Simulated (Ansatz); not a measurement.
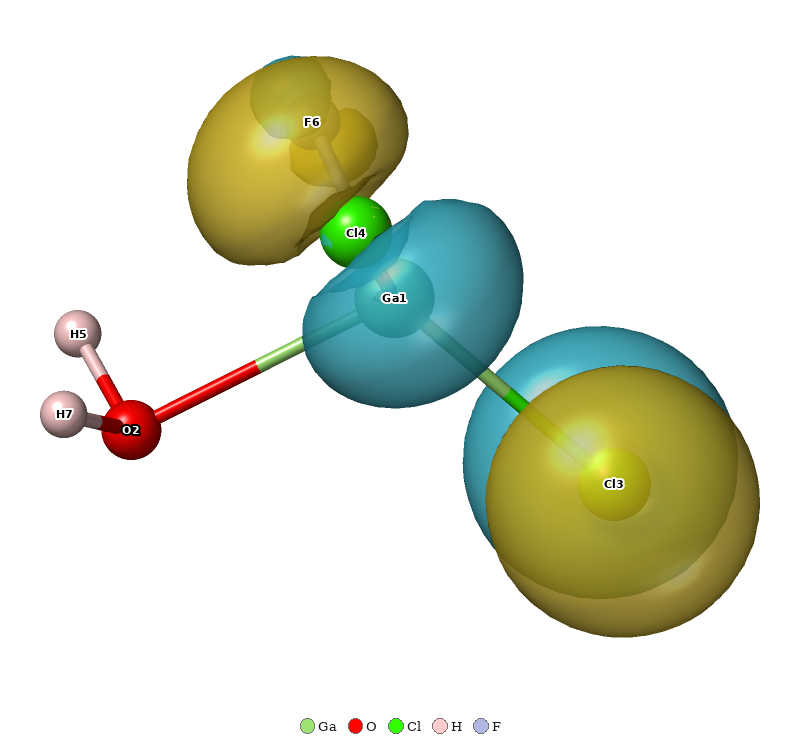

Figure 1: Cl₂FGaH₂O. The HOMO at ±0.15 Å⁻³ᐟ² (yellow and cyan are the two phases), seen from one side.

The calculation used Ansatz, RKS PBE/def2-SVP.

The calculation's input:

```
crystal:
  periodic: [false, false, false]
  atoms:
    - { symbol: Ga, position_ang: [-1.305068, 0.083922, 0.062779] }
    - { symbol: O, position_ang: [1.798613, -0.133887, -0.497742] }
    - { symbol: Cl, position_ang: [-2.235548, -0.322126, -1.819894] }
    - { symbol: Cl, position_ang: [-1.426106, 1.952464, 1.098096] }
    - { symbol: H, position_ang: [1.476586, -0.839174, 0.096065] }
    - { symbol: F, position_ang: [-0.496029, -1.245451, 0.932698] }
    - { symbol: H, position_ang: [2.187553, 0.50425, 0.128097] }
basis:
  gaussian: { orbitals: def2-SVP }
hamiltonian:
  xc: pbe
relax:
  f_tol: 0.03
  max_steps: 50
output:
  orbitals: {}
```

Command:

```sh
ansatz run input.yaml --threads 2 --pin off --max-ram 3072MiB --backend cpu --events-out ev --progress --plain --runs-dir out
```

The fields are those of the relaxed geometry.

> Describe this orbital and give its energy.

By Hirshfeld shares it lies mainly on Cl3 (about 60 %) and Cl4 (about 35 %). Its energy is −7.41 eV.
